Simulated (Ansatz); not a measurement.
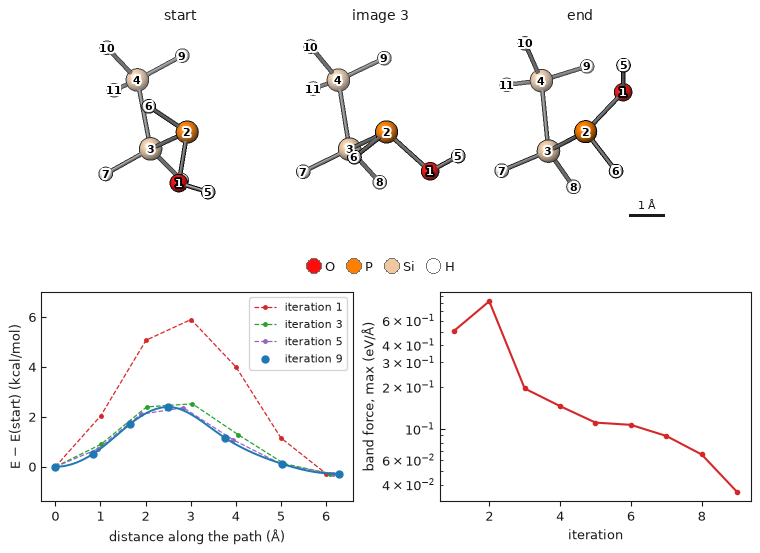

A search for the minimum-energy path of Si2PH7O by the nudged elastic band. Images are numbered from 0 (start) to 6 (end). The plot follows the band through its iterations. Style: ball-and-stick. Shown from a free direction.

Method: Ansatz 0.2.0, RKS PBE0-D4/6-31G*.

The input:
```yaml
crystal:
  periodic: [false, false, false]
  atoms:
    - { symbol: O, position_ang: [1.434391, 2.22589, -1.310331] }
    - { symbol: P, position_ang: [-0.066583, 1.524481, -1.001585] }
    - { symbol: Si, position_ang: [0.627298, -0.430087, -0.088758] }
    - { symbol: Si, position_ang: [-1.166841, -1.472888, 0.993956] }
    - { symbol: H, position_ang: [1.412192, 2.588566, -2.205551] }
    - { symbol: H, position_ang: [-0.348352, 2.131051, 0.25802] }
    - { symbol: H, position_ang: [1.755314, -0.216485, 0.864679] }
    - { symbol: H, position_ang: [1.117622, -1.300219, -1.196831] }
    - { symbol: H, position_ang: [-2.277344, -1.73088, 0.033935] }
    - { symbol: H, position_ang: [-1.686159, -0.604264, 2.088971] }
    - { symbol: H, position_ang: [-0.736138, -2.772066, 1.583896] }
basis:
  gaussian: { orbitals: "6-31G*" }
hamiltonian:
  xc: pbe0
  dispersion: d4
neb:
  order_check: false
  images: 5
  f_tol: 0.05
  max_iterations: 60
  initial_path: idpp
  final_atoms:
    - { symbol: O, position_ang: [-0.50493589, 1.65093707, -1.15751397] }
    - { symbol: P, position_ang: [0.97861789, 1.68123281, -0.34546536] }
    - { symbol: Si, position_ang: [1.08254531, -0.53261992, 0.16992646] }
    - { symbol: Si, position_ang: [-1.11407739, -1.10828462, 0.72075586] }
    - { symbol: H, position_ang: [-1.02471295, 2.40558929, -0.85163149] }
    - { symbol: H, position_ang: [1.84753444, 1.62862437, -1.4746591] }
    - { symbol: H, position_ang: [1.99616965, -0.69567215, 1.33929424] }
    - { symbol: H, position_ang: [1.60427996, -1.39059912, -0.93506709] }
    - { symbol: H, position_ang: [-1.95492821, -1.20688506, -0.50138213] }
    - { symbol: H, position_ang: [-1.68935904, -0.07109568, 1.62347863] }
    - { symbol: H, position_ang: [-1.15573376, -2.41812799, 1.43266495] }
```

Command:
```bash
ansatz run input.yaml --threads 1 --pin off --max-ram 2048MiB --backend cpu --events-out ev --progress --plain --runs-dir out
```

Did the band converge, and can the barrier be trusted?

Answer. The result is final at these settings. The band converged in 9 iterations. The largest component of the band force went from 0.5 to 0.035 eV/Å. The climbing image converged on the top of the path. Its vibrational analysis gives one imaginary mode (75i cm⁻¹), as a transition state must have. The first iteration put the highest image at 5.91 kcal/mol. The highest point, image 3, lies 2.40 kcal/mol above the start and 2.68 kcal/mol above the end; the end is at −0.28 kcal/mol relative to the start.
